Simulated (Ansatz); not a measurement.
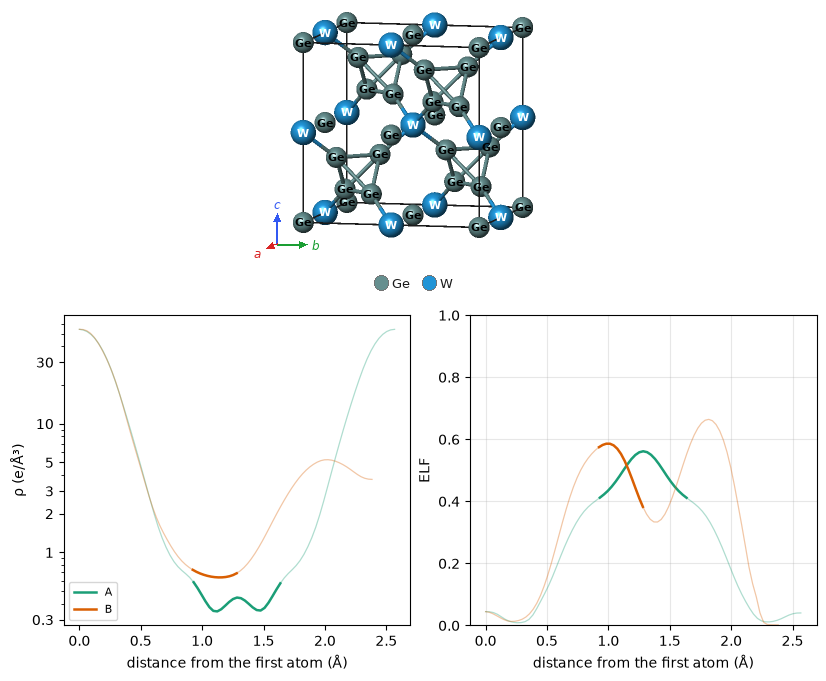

*Ge₅W. Valence electron density and electron localisation function along straight lines between neighbouring atoms. Thin, pale parts lie inside the atomic spheres. The structure is drawn too.*

Space group F-43m; a structure generated by program, which may or may not match a known phase.

Theory: DFT PBE, scalar-relativistic, plane waves, PAW (Ansatz 0.2.0).

In a PAW calculation such maps are meaningful between the atoms, not at the nuclei.

```
Ge W
1.0
     9.13601    0.00000    0.00000
     0.00000    0.00000   -9.13601
     0.00000    9.13601    0.00000
Ge W
20 4
Direct
  0.15064 0.84936 0.34936
  0.65064 0.84936 0.84936
  0.65064 0.34936 0.34936
  0.15064 0.34936 0.84936
  0.34936 0.65064 0.34936
  0.84936 0.65064 0.84936
  0.84936 0.15064 0.34936
  0.34936 0.15064 0.84936
  0.34936 0.84936 0.15064
  0.84936 0.84936 0.65064
  0.84936 0.34936 0.15064
  0.34936 0.34936 0.65064
  0.15064 0.65064 0.15064
  0.65064 0.65064 0.65064
  0.65064 0.15064 0.15064
  0.15064 0.15064 0.65064
  0.50000 0.50000 0.00000
  0.00000 0.50000 0.50000
  0.00000 0.00000 0.00000
  0.50000 0.00000 0.50000
  0.00000 0.50000 0.00000
  0.50000 0.50000 0.50000
  0.50000 0.00000 0.00000
  0.00000 0.00000 0.50000
```

Which curve belongs to which contact (Ge–Ge and Ge–W)? The first atom named is at distance zero.

Curve A: Ge–Ge (2.57 Å): the density is about 0.45 e/Å³ at the midpoint; the ELF reaches about 0.55 near the midpoint. Curve B: Ge–W (2.38 Å): ρ at the midpoint is about 0.64 e/Å³; the ELF is about 0.45 at the midpoint.
